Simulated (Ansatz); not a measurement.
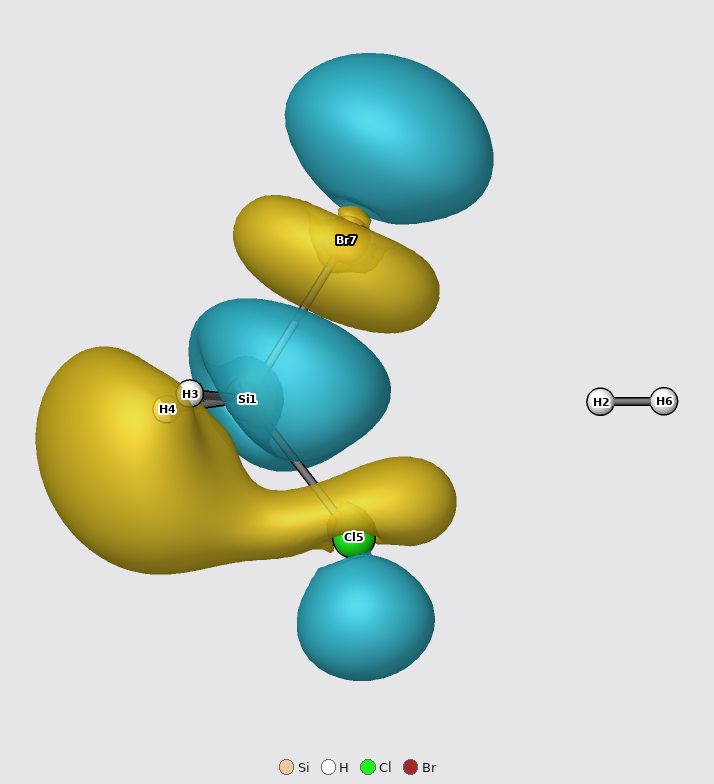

The picture shows: BrClH$_{2}$Si···H$_{2}$. One frontier orbital at ±0.08 Å⁻³ᐟ² (yellow and cyan are the two phases), seen across its widest extent.

The product side of a reaction path; geometry: PBE0-D4/def2-TZVP.

All numbers below come from Ansatz, RKS PBE0-D4/def2-TZVPP.

```yaml
atoms:
  - { symbol: Si, position_ang: [-0.7784, 0.1586, 1.1587] }
  - { symbol: H, position_ang: [1.4603, -0.3496, -2.3006] }
  - { symbol: H, position_ang: [-0.8184, -0.8256, 2.2575] }
  - { symbol: H, position_ang: [-1.6825, 1.3026, 1.3859] }
  - { symbol: Cl, position_ang: [-1.3364, -0.7754, -0.5687] }
  - { symbol: H, position_ang: [1.8722, -0.4350, -2.9172] }
  - { symbol: Br, position_ang: [1.2833, 0.9243, 0.9845] }
```

Which orbital is it: HOMO or LUMO?

The LUMO, at −0.36 eV. It lies mainly on Si1 (about 40 %), Br7 (about 30 %) and Cl5 (about 15 %).
